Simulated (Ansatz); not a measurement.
# One shape, several levels: SnH3F (SMILES [H][Sn]([H])([H])[F])

Wanted: a comparison of 6 runs (B3LYP/STO-3G, HSE06/STO-3G, SVWN5/STO-3G, wB97M-V/STO-3G, RPA@PBE/STO-3G, CCSDT(Q)/STO-3G) of SnH3F. 

The calculation is run with Ansatz 0.2.0.

50 further runs of the same task are left out: 7 that didn't finish, 43 set aside as unsound or not needed.

### Step 1. The structure to begin with

SnH3F: 5 atoms, total charge 0, spin state singlet. As SMILES, `[H][Sn]([H])([H])[F]`. The H4–Sn1 distance was set to 4.154 Å, away from the relaxed value. At this shape a bond of the SMILES string is far longer than usual.

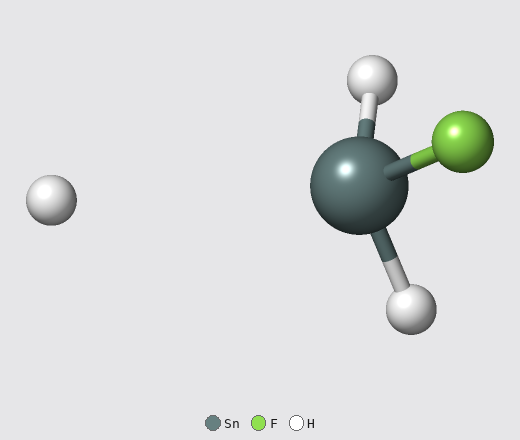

The structure, seen from a chosen angle (tin teal, fluorine green, hydrogen white).

### Step 2. A single-point energy at B3LYP/STO-3G (run 1)

Input file input.yaml:

```yaml
crystal:
  periodic: [false, false, false]
  atoms:
    - symbol: Sn
      position_ang: [1.220129, -2.106603, 0.351386]
    - symbol: F
      position_ang: [1.234459, -2.128293, 2.275656]
    - symbol: H
      position_ang: [2.841949, -2.098053, -0.019864]
    - symbol: H
      position_ang: [-0.817750, 1.408460, -0.512480]
    - symbol: H
      position_ang: [0.412089, -3.511603, -0.021434]
basis:
  gaussian:
    orbitals: STO-3G
hamiltonian:
  xc: {name: B3LYP}
accuracy: high
```

On the command line:

```console
ansatz run input.yaml --threads 1 --pin off --max-ram 2610MiB --events-out events.jsonl --progress --plain --runs-dir runs
```

The program printed:

```text
Warning: RAYON_NUM_THREADS=1 ignored (pool sized by the plan → 1); use --threads N
Functional definition: B3LYP
  name "B3LYP"
  parameter a0 = 0.2
  parameter ax = 0.72
  parameter ac = 0.81
  exchange = (1 - a0 - ax)*slater_x + ax*b88_x + a0*exact_x
  correlation = (1 - ac)*vwn_rpa_c + ac*lyp_c
629 factors; integrals over basis functions are off by at most 4.9e-9 eV
mean field evaluation 1: about -165035.3554 eV, gradient 1.9e1 eV
mean field evaluation 2: about -165030.4753 eV, gradient 2.7e1 eV
mean field evaluation 4: about -165036.0107 eV, gradient 1.7e1 eV
mean field evaluation 8: about -165037.3311 eV, gradient 1.2e1 eV
mean field evaluation 16: about -165044.0669 eV, gradient 1.9e-6 eV
mean field -165044.06694551 eV, -6065.2575893608 hartree, gradient 3.6e-8 eV, S^2 0.000000; 0 other end points of the search recorded, 0 dependent functions left out
reference -165044.06697550 eV, -6065.2575904632 hartree; 31, 31 occupied and 4, 4 virtual orbitals, 629 factors
Total energy: -165044.06697550 eV, -6065.2575904632 hartree
```

It took 3.9 s on 1 thread of Arm Neoverse N1, shared host; peak memory 0.12 GiB.

### Step 3. The energy at HSE06/STO-3G (run 2)

Input file in.yaml:

```yaml
crystal:
  periodic: [false, false, false]
  atoms:
    - {symbol: Sn, position_ang: [1.220129, -2.106603, 0.351386]}
    - {symbol: F, position_ang: [1.234459, -2.128293, 2.275656]}
    - {symbol: H, position_ang: [2.841949, -2.098053, -0.019864]}
    - {symbol: H, position_ang: [-0.817750, 1.408460, -0.512480]}
    - {symbol: H, position_ang: [0.412089, -3.511603, -0.021434]}
basis:
  gaussian: {orbitals: STO-3G}
accuracy: high
hamiltonian: {xc: hse06}
```

On the command line:

```console
ansatz run in.yaml --threads 1 --pin off --max-ram 2610MiB --events-out events.jsonl --progress --plain --runs-dir runs
```

The program printed:

```text
Warning: RAYON_NUM_THREADS=1 ignored (pool sized by the plan → 1); use --threads N
Functional definition: HSE06
  name "HSE06"
  parameter a = 0.25
  parameter omega = 0.11/bohr
  exchange = pbe_x - a*pbe_x_sr(omega) + a*exact_x_sr(omega)
  correlation = pbe_c
629 factors; integrals over basis functions are off by at most 4.9e-9 eV
54 factors; integrals over basis functions are off by at most 7.8e-10 eV
mean field evaluation 1: about -165025.9920 eV, gradient 1.8e1 eV
mean field evaluation 2: about -165021.4898 eV, gradient 2.5e1 eV
mean field evaluation 4: about -165026.5284 eV, gradient 1.6e1 eV
mean field evaluation 8: about -165027.4967 eV, gradient 1.0e1 eV
mean field evaluation 16: about -165034.5280 eV, gradient 9.9e-7 eV
mean field -165034.52801523 eV, -6064.9070401388 hartree, gradient 1.8e-8 eV, S^2 0.000000; 0 other end points of the search recorded, 0 dependent functions left out
reference -165034.52801724 eV, -6064.9070402126 hartree; 31, 31 occupied and 4, 4 virtual orbitals, 629 factors
Total energy: -165034.52801724 eV, -6064.9070402126 hartree
```

Wall time 5.1 s (1 thread of Arm Neoverse N1, shared host); peak memory 0.12 GiB.

Runs 3 to 5 aren't shown in full; the table further down has their settings and results.

### Step 4. A single-point energy at CCSDT(Q)/STO-3G (run 6)

in.yaml, as its differences from that of step 3:

```diff
@@ -1 +1,3 @@
+basis:
+  gaussian: {orbitals: STO-3G}
 crystal:
@@ -8,5 +10,4 @@
     - {symbol: H, position_ang: [0.412089, -3.511603, -0.021434]}
-basis:
-  gaussian: {orbitals: STO-3G}
+correlation: {method: ccsdt_q, frozen_orbitals: {F: 1, H: 0, Sn: 18}}
 accuracy: high
-hamiltonian: {xc: hse06}
+scf: {omitted_lower_state_checks: [cluster_reference, increment]}
```

On the command line:

```console
ansatz run in.yaml --threads 1 --pin off --max-ram 2610MiB --events-out events.jsonl --progress --plain --runs-dir runs
```

The program printed:

```text
Warning: RAYON_NUM_THREADS=1 ignored (pool sized by the plan → 1); use --threads N
Functional definition: HF
  name "HF"
  exchange = exact_x
  correlation = 0
these checks for a lower state are left out or cut short: cluster_reference, increment
629 factors; integrals over basis functions are off by at most 4.9e-9 eV
mean field evaluation 1: about -164968.5577 eV, gradient 1.8e1 eV
mean field evaluation 2: about -164968.5796 eV, gradient 1.8e1 eV
mean field evaluation 4: about -164970.8419 eV, gradient 7.3e0 eV
mean field evaluation 8: about -164975.1231 eV, gradient 2.3e-1 eV
mean field evaluation 16: about -164975.1198 eV, gradient 2.5e-8 eV
mean field -164975.11980361 eV, -6062.7238286303 hartree, gradient 2.5e-8 eV, S^2 0.000000; 1 other end points of the search recorded, 0 dependent functions left out; unrestricted orbitals would lower it
19 core orbitals not correlated: weight in the atoms' cores, before any rotation towards them, 1.000 or more for the frozen orbitals, at most 0.000 for the correlated occupied ones
reference -164975.11980361 eV, -6062.7238286303 hartree; 12, 12 occupied and 4, 4 virtual orbitals, 629 factors
second order -5.17890270 eV of doubles, -0.00000000 eV of singles
cycle   1  -3.16243334 eV  change    -1.3e0 eV  update   1.7e-1
cycle   2  -4.17568796 eV  change    -1.0e0 eV  update   1.4e-1
cycle   3  -4.95547853 eV  change   -7.8e-1 eV  update   1.2e-1
cycle   4  -5.55235628 eV  change   -6.0e-1 eV  update   1.0e-1
cycle   5  -6.00206681 eV  change   -4.5e-1 eV  update   8.0e-2
cycle   6  -6.33616416 eV  change   -3.3e-1 eV  update   6.1e-2
cycle   7  -7.30323237 eV  change   -9.7e-1 eV  update   4.6e-2
cycle   8  -7.04895200 eV  change    2.5e-1 eV  update   8.0e-3
cycle   9  -7.11661224 eV  change   -6.8e-2 eV  update   1.0e-2
cycle  10  -7.29299274 eV  change   -1.8e-1 eV  update   6.6e-3
cycle  11  -7.22488132 eV  change    6.8e-2 eV  update   5.4e-3
cycle  12  -7.18860159 eV  change    3.6e-2 eV  update   9.7e-4
cycle  13  -7.20385766 eV  change   -1.5e-2 eV  update   1.9e-3
cycle  14  -7.21558501 eV  change   -1.2e-2 eV  update   8.8e-4
cycle  15  -7.21630510 eV  change   -7.2e-4 eV  update   1.3e-4
cycle  16  -7.21655414 eV  change   -2.5e-4 eV  update   5.3e-5
cycle  17  -7.21651976 eV  change    3.4e-5 eV  update   2.7e-5
cycle  18  -7.21655767 eV  change   -3.8e-5 eV  update   1.2e-5
cycle  19  -7.21655371 eV  change    4.0e-6 eV  update   6.4e-6
cycle  20  -7.21654636 eV  change    7.4e-6 eV  update   3.1e-6
cycle  21  -7.21654469 eV  change    1.7e-6 eV  update   1.7e-6
cycle  22  -7.21655024 eV  change   -5.6e-6 eV  update   7.6e-7
cycle  23  -7.21655169 eV  change   -1.5e-6 eV  update   3.4e-7
cycle  24  -7.21655031 eV  change    1.4e-6 eV  update   2.3e-7
cycle  25  -7.21654868 eV  change    1.6e-6 eV  update   1.6e-7
cycle  26  -7.21654697 eV  change    1.7e-6 eV  update   2.5e-7
cycle  27  -7.21654431 eV  change    2.7e-6 eV  update   1.6e-7
cycle  28  -7.21654399 eV  change    3.2e-7 eV  update   5.4e-8
cycle  29  -7.21654429 eV  change   -3.0e-7 eV  update   3.6e-8
cycle  30  -7.21654413 eV  change    1.6e-7 eV  update   2.4e-8
cycle  31  -7.21654404 eV  change    9.5e-8 eV  update   1.2e-8
cycle  32  -7.21654409 eV  change   -5.7e-8 eV  update   7.1e-9
cycle  33  -7.21654413 eV  change   -3.9e-8 eV  update   3.7e-9
cycle  34  -7.21654412 eV  change    1.4e-8 eV  update   2.2e-9
cycle  35  -7.21654412 eV  change    2.8e-9 eV  update   1.4e-9
cycle  36  -7.21654412 eV  change   8.4e-11 eV  update  5.8e-10
perturbative correction -0.04003239 eV, -0.0014711633 hartree
WARN: these amplitudes may be one of several solutions (largest doubles amplitude 0.95, level shift 12.80 eV)
Total energy: -164982.37638012 eV, -6062.9905028982 hartree
Checks for a lower state left out: cluster_reference, increment
```

Wall time 2.3 s (1 thread of Arm Neoverse N1, shared host); peak memory 0.093 GiB.

### Step 5. All runs side by side

```
run            level  frozen core orbitals   energy (Eh)  wall time
  1     B3LYP/STO-3G                     –  -6065.257590      3.9 s
  2     HSE06/STO-3G                     –  -6064.907040      5.1 s
  3     SVWN5/STO-3G                     –  -6058.839391      3.3 s
  4   wB97M-V/STO-3G                     –  -6065.327499       39 s
  5   RPA@PBE/STO-3G                    19  -6063.003349      8.1 s
  6  CCSDT(Q)/STO-3G                    19  -6062.990503      2.3 s
```

### Step 6. What came out

| quantity | value |
| --- | --- |
| run 6: total energy | -6062.99050 Eh |
| run 6: correlation energy (19 core orbitals frozen) | -266.7 mEh |
| run 6: T1 diagnostic | 0.031 |

**Reading.** Totals of different functionals can't be ranked against each other. In runs 5, 6 the log says that unrestricted orbitals would lower the reference, so the values rest on an unstable closed-shell determinant (other closed-shell runs at this shape may share the fault). In runs 1, 2, 3, 4, 5, 6 the basis is minimal, so the values are rough. In runs 1, 2, 3, 4, 5 a closed-shell determinant meets a far-stretched bond, which it describes badly. In runs 1, 2, 3, 4, 5, 6 relativity is left out where basis or elements ask for it. All runs together took 62 s, the longest 39 s.
